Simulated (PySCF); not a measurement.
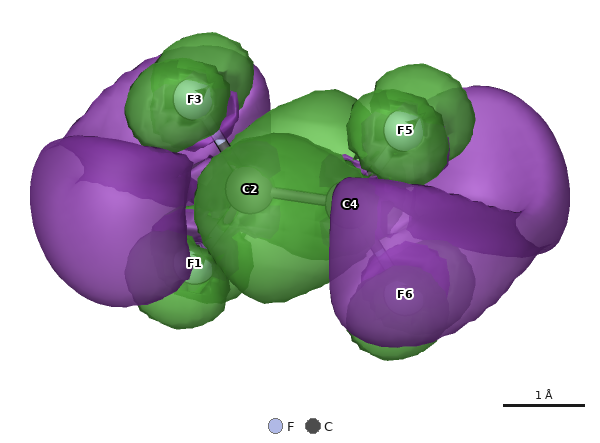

Figure. C2F4, SMILES `FC(F)=C(F)F`. Unrelaxed difference density of S₃ less the ground state (full linear response singlet states), ±0.006 e/Å³; purple: gain, green: loss.

PySCF calculation, CAM-B3LYP/def2-SVPD, gas phase; geometry: GFN2-xTB. No frequency check shows the geometry to be a minimum.

Input script:

```python
import numpy as np
from pyscf import gto, scf, dft, tdscf
from pyscf.scf import atom_ks, atom_hf
from scipy.linalg import block_diag

def solve(mol, dm0=None, hcore=None):
    mf = (dft.UKS if mol.spin else dft.RKS)(mol, xc='camb3lyp')
    mf.grids.level = 3
    mf = mf.density_fit(auxbasis='def2-universal-jkfit')
    mf.conv_tol, mf.max_cycle = 1e-8, 80
    if hcore is not None:
        mf.get_hcore = lambda *args: hcore
    mf.kernel(dm0)
    if not mf.converged:
        mf = mf.newton().run(mf.mo_coeff, mf.mo_occ, max_cycle=30)
    assert mf.converged, 'SCF not converged'
    return mf

mol = gto.M(atom='''
F     -1.40062    -1.09585     0.00000
C     -0.66438    -0.00044     0.00000
F     -1.40062     1.09615     0.00000
C      0.66438    -0.00044     0.00000
F      1.40062     1.09615     0.00000
F      1.40062    -1.09585     0.00000
''', basis='def2-svpd', charge=0, spin=0, verbose=4)
mf = solve(mol)
td = mf.TDDFT()
td.nstates, td.singlet, td.conv_tol = 4, True, 1e-5
td.kernel()
td.analyze()
x, y = np.array([p[0] for p in td.xy]), np.array([p[1] + 0 * p[0] for p in td.xy])
f, mu = td.oscillator_strength(), td.transition_dipole()
nto = [td.get_nto(state=i + 1, verbose=4) for i in range(len(td.e))]
# spherically averaged free atoms, for the promolecule
atm = atom_ks.get_atm_nrks(mol, xc='camb3lyp')
pro = block_diag(*[(atm[a[0]][2] * atm[a[0]][3]) @ atm[a[0]][2].T for a in mol._atom])
np.savez('result.npz', e=td.e, f=f, ok=td.converged, w=[n[0] for n in nto], nto=[n[1] for n in nto], x=x, y=y, c=mf.mo_coeff, occ=mf.mo_occ, eps=mf.mo_energy, pro=pro, mu=mu)
```

Command:

```sh
OMP_NUM_THREADS=1 python input.py
```

The run took 2.8 min on 1 thread of Intel(R) Xeon(R) 6975P-C (Granite Rapids) (shared host), peak memory 0.75 GiB.

**How does the charge move on excitation?**

0.78 e is displaced in all, largely into diffuse regions outside the molecule. The state: 8.07 eV (154 nm), f = 0.000 (dark), diffuse (Rydberg-like) orbital; the leading pair carries 99 %; hole on C2 and C4 (30 % each) and F1, F3, F5 and F6 (10 % each), electron on F1, F3, F5 and F6 (18 % each) and C2 and C4 (14 % each) (atom shares of so diffuse an orbital are rough); their centroids lie 0.0 Å apart.
